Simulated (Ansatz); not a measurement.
**Swapping H for CH3 on C: the dipole moment**

Gas-phase molecules. On one C centre that keeps GeH3, n of the H ligands are replaced by CH3. The dipole moment y in D at wB97M-V/def2-TZVPP. Shapes: PBE0-D4/def2-TZVP. Programs: Ansatz 0.2.0.

```
 molecule  n  y (D)
GeH3(CH3)  0   0.69
   C2H8Ge  1      ?
  C3H10Ge  2   0.84
  C4H12Ge  3   0.78
```

**Question.** Fit y = c + s·n to the known rows and predict C2H8Ge.

**Answer.** 
1. Means of the 3 rows: n = 1.66667, y = 0.770.
2. Σ(Δn)² = 4.6667, Σ(Δn·Δy) = 0.17, so the slope is 0.17/4.6667 = 0.036428.
3. Intercept: 0.770 − (0.036428) × 1.66667 = 0.709. The largest residual of the fit is 0.058.
4. C2H8Ge: 0.709 + (0.036428) × 1 = 0.75 D.

The run gave 0.82 D, so the prediction is off by -0.07 D, more than the largest residual. The steps per swap are uneven (+0.13, +0.02, -0.06), so a line is a poor model. Dipoles add as vectors. Other levels give for C2H8Ge: PBE-D4/def2-TZVPP 0.88; r2SCAN-D4/def2-TZVPP 0.88 D. Relativity is left out for Ge. The series isn't monotonic at this level.

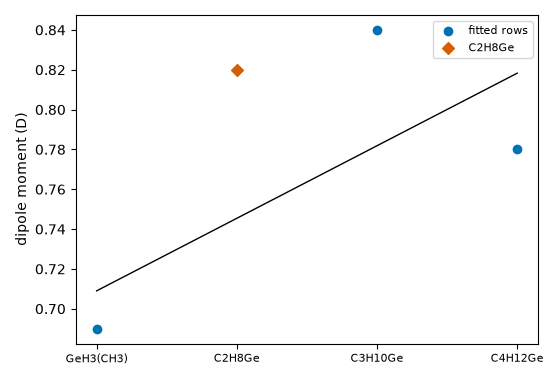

The fitted line, with the withheld member.
